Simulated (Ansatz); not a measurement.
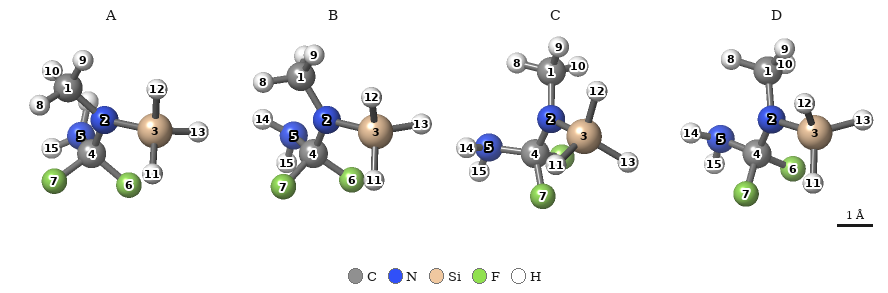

4 geometries from a converged minimum-energy path of C2H8F2N2Si, shuffled. The picture is a ball-and-stick view, seen from a free direction.

The calculation used RKS PBE/def2-SVP in Ansatz 0.2.0. Set-up: 5 movable images; climbing image; force threshold 0.03 eV/Å; iteration limit 60; starting path through a guess of the saddle point.

### Which frame is the transition state?

B. In order along the path, whose images run from 0 to 6: C (image 0, 0.0 kJ/mol), D (image 2, +11.7 kJ/mol), B (image 4, +17.3 kJ/mol), A (image 6, +12.7 kJ/mol). The motion is a rotation about the N2–C4 bond by about 110°, with a turn of about 65° about C4–N5. No bond forms or breaks between the ends. Bond angles that change up to the highest image, for instance: N2–C4–F7 105.5° → 110.3°, N2–C4–F6 113.2° → 108.6°.

The run took 3.4 min on 2 threads of AMD EPYC 7R13 Processor (Zen 3), on a shared host, peak memory 0.22 GiB.
